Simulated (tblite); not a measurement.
## C6H14NPSi: geometry relaxation (part 4 of 4)

C6H14NPSi, SMILES CC#C[P@@](C)(CC)=N[SiH3]; GFN2-xTB geometry optimisation, gas phase (tblite 0.8.0). It belongs to a series of runs on one base structure; here: CH2NMe2 replaced by propynyl.

Geometry of the input (Å):
```
C  3.6599  1.3251  -1.0890
C  2.3075  0.9545  -0.6232
C  1.2127  0.6406  -0.1990
P  -0.4032  0.2233  0.3928
C  -1.2021  1.6511  1.2089
C  -1.3599  -0.3912  -0.9972
C  -2.8280  -0.3328  -0.5834
N  -0.2247  -0.9784  1.4121
Si 0.5312  -2.4587  0.7723
H  4.4214  0.6690  -0.6624
H  3.9203  2.3569  -0.7168
H  3.6335  1.3652  -2.1726
H  -2.3106  1.6282  1.0921
H  -0.8516  2.5463  0.6143
H  -0.8619  1.8245  2.2271
H  -1.1585  0.1275  -1.9243
H  -1.1496  -1.4832  -1.1023
H  -3.3404  -1.2753  -0.8451
H  -3.3552  0.5285  -0.9837
H  -2.8841  -0.2527  0.5313
H  1.9261  -2.6024  1.2441
H  0.6053  -2.4358  -0.6920
H  -0.2926  -3.6031  1.1835
```

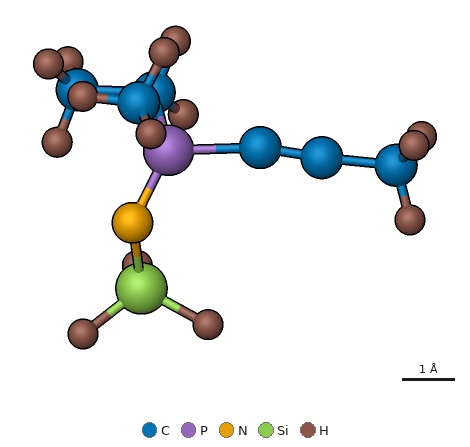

**Figure 1.** The geometry at step 196 of the log (ball-and-stick view, seen at a tilt).

Trajectory as extended XYZ, continued
```
23
Properties=species:S:1:pos:R:3:forces:R:3 step=170 energy=-738.03664
C     3.6187    1.4129   -1.1672    0.0000  -0.0020   0.0030
C     2.3027    1.0621   -0.6879   -0.0200  -0.0100   0.0010
C     1.1772    0.8187   -0.3267    0.0160   0.0080  -0.0080
P    -0.3436    0.2210    0.3676    0.0060   0.0120   0.0030
C    -1.0236    1.6769    1.2283    0.0060  -0.0020   0.0060
C    -1.3632   -0.0215   -1.1579   -0.0040  -0.0030   0.0040
C    -2.6954   -0.6542   -0.7894   -0.0090   0.0110  -0.0050
N    -0.2792   -0.9629    1.3836   -0.0050  -0.0040  -0.0110
Si    0.2732   -2.5693    1.1371    0.0250   0.0030   0.0020
H     4.3474    0.6951   -0.7913    0.0030   0.0000  -0.0040
H     3.8914    2.4091   -0.8197   -0.0070   0.0020   0.0080
H     3.6371    1.4010   -2.2571   -0.0060  -0.0070   0.0070
H    -2.0076    1.4255    1.6193   -0.0030  -0.0020  -0.0070
H    -1.0836    2.5349    0.5613   -0.0060  -0.0050  -0.0060
H    -0.3634    1.9026    2.0640   -0.0010   0.0020   0.0010
H    -1.4915    0.9340   -1.6721   -0.0040  -0.0080   0.0060
H    -0.7931   -0.6869   -1.8128    0.0110  -0.0030  -0.0030
H    -3.2465   -0.9529   -1.6798    0.0060   0.0000   0.0040
H    -3.3119    0.0399   -0.2208    0.0080   0.0090   0.0040
H    -2.5185   -1.5345   -0.1724   -0.0080   0.0030  -0.0020
H     1.7400   -2.6402    1.1640   -0.0030   0.0010   0.0000
H    -0.1501   -3.1820   -0.1356   -0.0090  -0.0030  -0.0010
H    -0.3214   -3.3021    2.2531    0.0040  -0.0020   0.0000
23
Properties=species:S:1:pos:R:3:forces:R:3 step=176 energy=-738.03711
C     3.6203    1.4166   -1.1611   -0.0130  -0.0080   0.0010
C     2.3021    1.0618   -0.6907    0.0170  -0.0030   0.0070
C     1.1755    0.8172   -0.3351   -0.0220  -0.0050   0.0110
P    -0.3434    0.2193    0.3632    0.0110  -0.0010  -0.0020
C    -1.0208    1.6751    1.2252    0.0010  -0.0050  -0.0040
C    -1.3651   -0.0259   -1.1601    0.0100   0.0100  -0.0040
C    -2.7004   -0.6522   -0.7933    0.0050   0.0040  -0.0010
N    -0.2759   -0.9628    1.3807   -0.0020   0.0040   0.0050
Si    0.2775   -2.5693    1.1415    0.0030  -0.0140   0.0040
H     4.3484    0.6986   -0.7841    0.0010   0.0060   0.0000
H     3.8872    2.4126   -0.8079   -0.0010  -0.0100  -0.0060
H     3.6424    1.4060   -2.2507    0.0080   0.0080   0.0000
H    -2.0117    1.4282    1.6008   -0.0070   0.0030   0.0070
H    -1.0667    2.5364    0.5616   -0.0060   0.0070  -0.0060
H    -0.3690    1.8904    2.0703   -0.0070   0.0010  -0.0050
H    -1.4915    0.9292   -1.6751    0.0010   0.0010  -0.0020
H    -0.7939   -0.6925   -1.8133   -0.0060  -0.0020  -0.0030
H    -3.2615   -0.9256   -1.6852   -0.0020   0.0010  -0.0040
H    -3.3028    0.0375   -0.2048   -0.0010   0.0040   0.0020
H    -2.5293   -1.5475   -0.1975   -0.0040   0.0020   0.0110
H     1.7442   -2.6381    1.1224    0.0020   0.0010  -0.0060
H    -0.1914   -3.2006   -0.1059    0.0030  -0.0040  -0.0070
H    -0.2792   -3.2872    2.2865    0.0080   0.0000   0.0020
23
Properties=species:S:1:pos:R:3:forces:R:3 step=183 energy=-738.03770
C     3.6203    1.4094   -1.1586    0.0010   0.0060   0.0050
C     2.3032    1.0513   -0.6879    0.0170   0.0100  -0.0150
C     1.1735    0.8161   -0.3354   -0.0080  -0.0020   0.0160
P    -0.3440    0.2168    0.3625    0.0050  -0.0040  -0.0070
C    -1.0317    1.6699    1.2219   -0.0030   0.0030  -0.0030
C    -1.3636   -0.0310   -1.1612    0.0000  -0.0030  -0.0030
C    -2.7067   -0.6347   -0.7869   -0.0170  -0.0070   0.0150
N    -0.2734   -0.9675    1.3774   -0.0010   0.0100   0.0080
Si    0.2946   -2.5688    1.1359   -0.0160  -0.0120  -0.0020
H     4.3522    0.6959   -0.7812   -0.0020  -0.0080  -0.0020
H     3.8828    2.4058   -0.8041    0.0040   0.0100   0.0070
H     3.6463    1.4040   -2.2482   -0.0090  -0.0130   0.0030
H    -2.0239    1.4185    1.5922    0.0060   0.0050   0.0010
H    -1.0780    2.5317    0.5582   -0.0060  -0.0090  -0.0040
H    -0.3870    1.8901    2.0711    0.0010  -0.0060  -0.0050
H    -1.4796    0.9184   -1.6888    0.0130   0.0030   0.0000
H    -0.8017   -0.7145   -1.8053    0.0000   0.0070  -0.0020
H    -3.2721   -0.9108   -1.6755   -0.0020  -0.0020   0.0050
H    -3.2983    0.0706   -0.2059   -0.0110   0.0100  -0.0090
H    -2.5499   -1.5242   -0.1779    0.0060   0.0010  -0.0070
H     1.7617   -2.6284    1.1268    0.0010   0.0030  -0.0080
H    -0.1642   -3.1986   -0.1170    0.0100   0.0010   0.0050
H    -0.2653   -3.2930    2.2754    0.0100  -0.0030   0.0020
23
Properties=species:S:1:pos:R:3:forces:R:3 step=189 energy=-738.03813
C     3.6201    1.4079   -1.1539    0.0070  -0.0010  -0.0030
C     2.3038    1.0486   -0.6832   -0.0130   0.0050   0.0040
C     1.1745    0.8141   -0.3285    0.0110   0.0000  -0.0090
P    -0.3445    0.2124    0.3623   -0.0110  -0.0010   0.0080
C    -1.0374    1.6661    1.2160   -0.0050   0.0050   0.0050
C    -1.3630   -0.0367   -1.1620    0.0020   0.0030  -0.0020
C    -2.7130   -0.6235   -0.7830    0.0080   0.0050  -0.0050
N    -0.2737   -0.9697    1.3800   -0.0010  -0.0120  -0.0020
Si    0.3023   -2.5681    1.1332    0.0000  -0.0020  -0.0030
H     4.3527    0.6937   -0.7792   -0.0010   0.0000   0.0080
H     3.8817    2.4048   -0.7992    0.0080  -0.0030  -0.0030
H     3.6436    1.4002   -2.2435   -0.0030   0.0040  -0.0010
H    -2.0313    1.4176    1.5832    0.0020  -0.0060   0.0020
H    -1.0814    2.5270    0.5512    0.0030  -0.0070  -0.0030
H    -0.3960    1.8856    2.0678    0.0040   0.0050  -0.0030
H    -1.4652    0.9112   -1.6952   -0.0040   0.0020  -0.0010
H    -0.8074   -0.7295   -1.8011   -0.0020  -0.0020  -0.0020
H    -3.2835   -0.8990   -1.6684    0.0030   0.0010  -0.0040
H    -3.2963    0.0921   -0.2059   -0.0040  -0.0050  -0.0050
H    -2.5623   -1.5120   -0.1714   -0.0050   0.0030   0.0100
H     1.7702   -2.6189    1.1111   -0.0040   0.0050   0.0000
H    -0.1543   -3.2007   -0.1192   -0.0030   0.0050   0.0110
H    -0.2444   -3.2961    2.2765    0.0090  -0.0030  -0.0030
23
Properties=species:S:1:pos:R:3:forces:R:3 step=196 energy=-738.03871
C     3.6218    1.4089   -1.1457    0.0010   0.0050   0.0000
C     2.3030    1.0562   -0.6767   -0.0220  -0.0080   0.0170
C     1.1736    0.8168   -0.3250    0.0240  -0.0030  -0.0030
P    -0.3440    0.2093    0.3656   -0.0030  -0.0040  -0.0040
C    -1.0438    1.6645    1.2114    0.0110  -0.0100  -0.0050
C    -1.3592   -0.0410   -1.1605   -0.0110  -0.0010   0.0060
C    -2.7146   -0.6172   -0.7825    0.0060   0.0060  -0.0090
N    -0.2687   -0.9723    1.3844    0.0030  -0.0050  -0.0080
Si    0.3056   -2.5707    1.1287    0.0090   0.0180   0.0010
H     4.3494    0.6910   -0.7673   -0.0060  -0.0010  -0.0150
H     3.8917    2.4039   -0.7927   -0.0070   0.0040   0.0030
H     3.6434    1.4012   -2.2354    0.0150  -0.0080   0.0030
H    -2.0415    1.4186    1.5697    0.0090   0.0000   0.0110
H    -1.0794    2.5207    0.5401   -0.0080   0.0040  -0.0020
H    -0.4075    1.8886    2.0655   -0.0050   0.0020   0.0080
H    -1.4515    0.9061   -1.6970   -0.0150  -0.0040  -0.0030
H    -0.8083   -0.7406   -1.7965    0.0010   0.0010   0.0070
H    -3.2803   -0.9005   -1.6685    0.0030  -0.0080  -0.0020
H    -3.3012    0.1053   -0.2177    0.0060   0.0150  -0.0060
H    -2.5723   -1.4982   -0.1580    0.0020  -0.0050  -0.0020
H     1.7722   -2.6191    1.0436   -0.0170   0.0050  -0.0010
H    -0.2053   -3.2117   -0.0971   -0.0010  -0.0040  -0.0020
H    -0.1878   -3.2927    2.2991    0.0050   0.0010   0.0040
23
Properties=species:S:1:pos:R:3:forces:R:3 step=202 energy=-738.03917
C     3.6238    1.4079   -1.1408   -0.0010  -0.0020   0.0010
C     2.3033    1.0595   -0.6727    0.0120  -0.0020  -0.0010
C     1.1746    0.8200   -0.3199   -0.0090  -0.0020  -0.0010
P    -0.3431    0.2109    0.3690    0.0030  -0.0010   0.0000
C    -1.0499    1.6637    1.2118    0.0010   0.0020   0.0020
C    -1.3555   -0.0473   -1.1572    0.0020   0.0020  -0.0070
C    -2.7157   -0.6124   -0.7818    0.0010  -0.0010  -0.0030
N    -0.2613   -0.9696    1.3885   -0.0070   0.0020   0.0080
Si    0.3074   -2.5673    1.1207   -0.0010  -0.0160   0.0040
H     4.3467    0.6857   -0.7620    0.0050   0.0020  -0.0020
H     3.8975    2.4020   -0.7878   -0.0080  -0.0020   0.0030
H     3.6496    1.3984   -2.2304   -0.0010  -0.0010   0.0010
H    -2.0469    1.4137    1.5696    0.0040  -0.0030   0.0030
H    -1.0891    2.5171    0.5369   -0.0070   0.0050   0.0070
H    -0.4187    1.8943    2.0680    0.0060   0.0000  -0.0030
H    -1.4422    0.8935   -1.7053   -0.0020  -0.0010  -0.0040
H    -0.8045   -0.7573   -1.7813    0.0030   0.0050  -0.0030
H    -3.2718   -0.9117   -1.6686   -0.0030  -0.0040   0.0010
H    -3.3053    0.1243   -0.2388    0.0000  -0.0010  -0.0030
H    -2.5823   -1.4823   -0.1397   -0.0030   0.0050   0.0020
H     1.7703   -2.6188    0.9920   -0.0090   0.0060  -0.0040
H    -0.2422   -3.2080   -0.0895    0.0070  -0.0040   0.0070
H    -0.1496   -3.2894    2.3067    0.0060   0.0110  -0.0090
23
Properties=species:S:1:pos:R:3:forces:R:3 step=209 energy=-738.03979
C     3.6288    1.4081   -1.1298   -0.0060  -0.0040  -0.0010
C     2.3082    1.0583   -0.6625   -0.0060  -0.0100  -0.0010
C     1.1778    0.8183   -0.3147   -0.0010  -0.0110   0.0050
P    -0.3429    0.2093    0.3699   -0.0130   0.0140  -0.0010
C    -1.0541    1.6617    1.2099   -0.0090   0.0150   0.0070
C    -1.3502   -0.0518   -1.1594    0.0010  -0.0060  -0.0070
C    -2.7153   -0.6080   -0.7873   -0.0080  -0.0040   0.0110
N    -0.2686   -0.9704    1.3919    0.0010   0.0100  -0.0080
Si    0.3012   -2.5668    1.1162    0.0130   0.0050  -0.0060
H     4.3533    0.6859   -0.7540   -0.0010   0.0040   0.0080
H     3.9011    2.4021   -0.7753   -0.0040  -0.0060   0.0020
H     3.6544    1.3997   -2.2195   -0.0040   0.0050  -0.0010
H    -2.0487    1.4047    1.5699    0.0100  -0.0020   0.0080
H    -1.1025    2.5164    0.5370    0.0010  -0.0100  -0.0040
H    -0.4228    1.8984    2.0645    0.0060  -0.0070   0.0010
H    -1.4320    0.8839   -1.7171    0.0070   0.0020   0.0070
H    -0.7972   -0.7685   -1.7740   -0.0040  -0.0030  -0.0100
H    -3.2676   -0.9152   -1.6739    0.0030   0.0030   0.0020
H    -3.3047    0.1368   -0.2553   -0.0060   0.0100  -0.0120
H    -2.5937   -1.4708   -0.1334    0.0180   0.0000  -0.0060
H     1.7519   -2.6031    0.8868    0.0050  -0.0050  -0.0010
H    -0.3179   -3.2320   -0.0462    0.0000  -0.0040   0.0130
H    -0.0631   -3.2700    2.3437   -0.0030   0.0050  -0.0060
23
Properties=species:S:1:pos:R:3:forces:R:3 step=215 energy=-738.04037
C     3.6291    1.4060   -1.1196    0.0080   0.0000   0.0040
C     2.3079    1.0520   -0.6570   -0.0280  -0.0070  -0.0010
C     1.1766    0.8097   -0.3131    0.0300   0.0120  -0.0080
P    -0.3472    0.2076    0.3689    0.0040  -0.0120  -0.0020
C    -1.0563    1.6607    1.2091    0.0040  -0.0130  -0.0010
C    -1.3496   -0.0536   -1.1635    0.0000   0.0090   0.0000
C    -2.7193   -0.6018   -0.7947    0.0110   0.0100  -0.0100
N    -0.2734   -0.9706    1.3928    0.0030  -0.0180  -0.0070
Si    0.3037   -2.5647    1.1149    0.0100  -0.0090   0.0010
H     4.3546    0.6861   -0.7417   -0.0010  -0.0080  -0.0020
H     3.8988    2.3990   -0.7607   -0.0120   0.0060   0.0060
H     3.6604    1.4032   -2.2093   -0.0110  -0.0070   0.0080
H    -2.0451    1.3966    1.5786   -0.0090   0.0090   0.0080
H    -1.1144    2.5120    0.5332   -0.0030   0.0000   0.0020
H    -0.4185    1.9003    2.0578    0.0070   0.0040  -0.0020
H    -1.4236    0.8829   -1.7205   -0.0030   0.0080  -0.0070
H    -0.7960   -0.7714   -1.7768   -0.0160  -0.0080   0.0040
H    -3.2657   -0.9166   -1.6824    0.0040  -0.0060   0.0060
H    -3.3105    0.1531   -0.2783    0.0060  -0.0150  -0.0010
H    -2.6022   -1.4579   -0.1308   -0.0020   0.0150  -0.0070
H     1.7395   -2.5911    0.7991   -0.0100  -0.0050   0.0020
H    -0.3758   -3.2648    0.0067    0.0090   0.0180   0.0180
H     0.0222   -3.2497    2.3747    0.0010   0.0170  -0.0120
23
Properties=species:S:1:pos:R:3:forces:R:3 step=222 energy=-738.04105
C     3.6289    1.4006   -1.1117   -0.0050  -0.0020   0.0020
C     2.3060    1.0476   -0.6542   -0.0050   0.0000   0.0030
C     1.1728    0.8129   -0.3124   -0.0020   0.0020   0.0010
P    -0.3500    0.2053    0.3654    0.0070  -0.0010  -0.0050
C    -1.0629    1.6540    1.2110    0.0070  -0.0050  -0.0030
C    -1.3503   -0.0482   -1.1701   -0.0030   0.0010   0.0020
C    -2.7228   -0.5895   -0.8043   -0.0030   0.0010  -0.0010
N    -0.2690   -0.9759    1.3846   -0.0050   0.0030   0.0030
Si    0.3172   -2.5675    1.1171    0.0020  -0.0030   0.0090
H     4.3522    0.6786   -0.7334    0.0000   0.0030   0.0010
H     3.8954    2.3935   -0.7498    0.0040  -0.0040  -0.0030
H     3.6606    1.3979   -2.2011    0.0040   0.0030   0.0010
H    -2.0426    1.3830    1.5999    0.0040   0.0020   0.0040
H    -1.1416    2.5004    0.5309   -0.0050   0.0010   0.0000
H    -0.4120    1.9080    2.0458    0.0000  -0.0050  -0.0010
H    -1.4174    0.8890   -1.7267    0.0000   0.0020  -0.0080
H    -0.8034   -0.7716   -1.7821    0.0090   0.0000  -0.0030
H    -3.2655   -0.9123   -1.6912   -0.0010   0.0010   0.0000
H    -3.3149    0.1694   -0.2961   -0.0070   0.0010   0.0020
H    -2.6098   -1.4399   -0.1330   -0.0010  -0.0040   0.0040
H     1.7401   -2.5942    0.7486   -0.0040   0.0000   0.0050
H    -0.3996   -3.2890    0.0496   -0.0020   0.0010  -0.0060
H     0.0838   -3.2249    2.4006    0.0070   0.0030  -0.0050
```

Results in brief

| quantity | value |
| --- | --- |
| outcome | converged |
| total energy | −738.0411 eV |
| hardware | 1 CPU thread, shared host |
| wall time | 2.3 s |
| peak memory | 0.18 GiB |
